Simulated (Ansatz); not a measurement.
**AlFH$_{4}$N$_{2}$···Cl (doublet): density, localisation and related maps**

Input

```
crystal:
  periodic: [false, false, false]
  atoms:
    - { symbol: Al, position_ang: [-0.0176, 0.067335, -0.134539] }
    - { symbol: F, position_ang: [-0.053744, 0.256979, 1.523974] }
    - { symbol: "N", position_ang: [1.553524, 0.100522, -0.934053] }
    - { symbol: H, position_ang: [1.71, -0.094566, -1.900451] }
    - { symbol: H, position_ang: [2.419604, 0.284168, -0.469022] }
    - { symbol: "N", position_ang: [-1.558349, -0.138345, -0.967002] }
    - { symbol: H, position_ang: [-2.442186, -0.191942, -0.506394] }
    - { symbol: H, position_ang: [-1.680401, -0.193497, -1.95609] }
    - { symbol: Cl, position_ang: [0.069153, -0.090654, 4.203577] }
magnetization:
  spin_polarized: true
  initial_magnetization: 1
basis:
  gaussian: { orbitals: "6-31G*" }
hamiltonian:
  xc: hf
relax:
  f_tol: 0.03
  max_steps: 50
output:
  orbitals: {}
```

Launched as:

```sh
ansatz run input.yaml --threads 2 --pin off --max-ram 3072MiB --backend cpu --events-out ev --progress --plain --runs-dir out
```

The fields are those of the run's last geometry, not of the input's.

Level of theory: Ansatz, UHF/6-31G*.

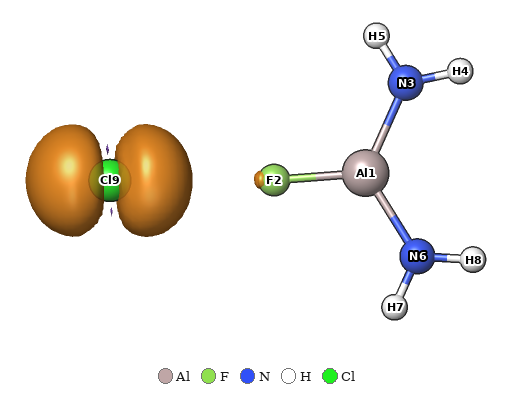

Figure 1. Isosurfaces of the spin density (α minus β) at +0.03 (orange) and −0.03 e/Å³ (purple), seen across its widest extent.

Describe the spin distribution.

The unpaired spin (1 electron) lies mostly on Cl9 (about 1.0), in electrons by Hirshfeld's partition.

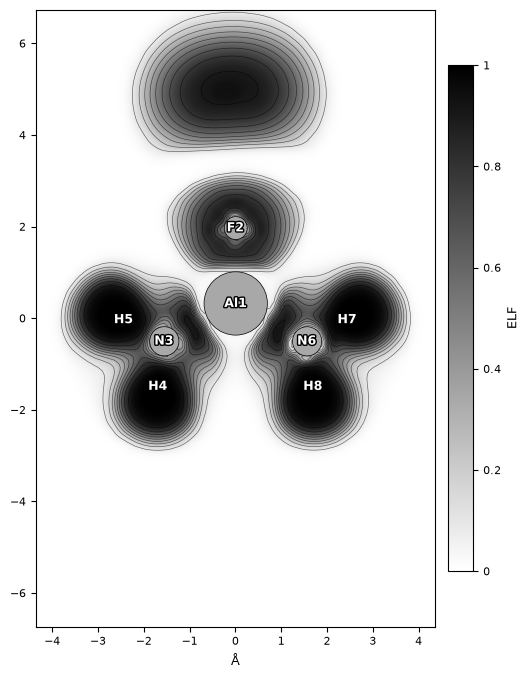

Figure 2. Electron localisation function on the plane of atoms Al1, N3 and H5. Grey discs cover the atomic cores.

Read the bonding off the picture.

- Atoms in the plane: Al, F, N and H.
- Al–F (1.65 Å): the ELF peaks at about 0.85 in the valence shell of F, 0.6 Å from its nucleus, and is about 0.35 at the midpoint.
- Al–N (1.76 Å): the ELF peaks at about 0.90 in the valence shell of N, 0.7 Å from its nucleus, and is about 0.60 at the midpoint.
- N–H (1.00 Å): the ELF climbs to about 1 towards the hydrogen, as it does in any bond to H: a covalent bond by its length.
- The ELF also peaks beside F2, away from the bonds: non-bonding electrons, paired or unpaired.

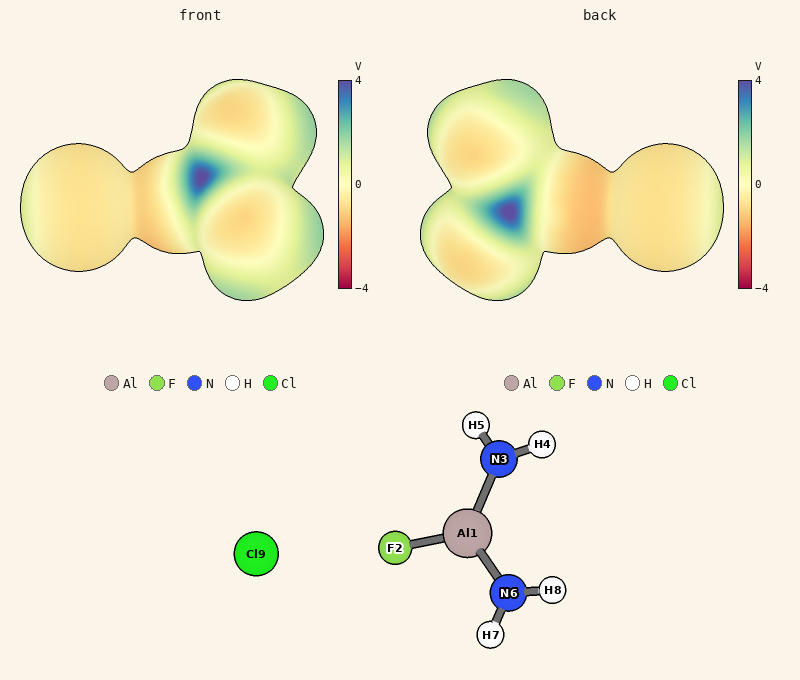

Figure 3. The electrostatic potential painted on the density surface at 0.002 e/bohr³, seen from the front and from behind; the colour scale runs from red (negative) to blue (positive). The bare structure is drawn below in the same view.

Which sites attract a positive test charge, and which a negative one?

A positive charge is drawn to the negative regions and a negative charge to the positive ones. The most negative region (about −1.3 V) lies over F2, the most positive (about +3.8 V) over Al1.
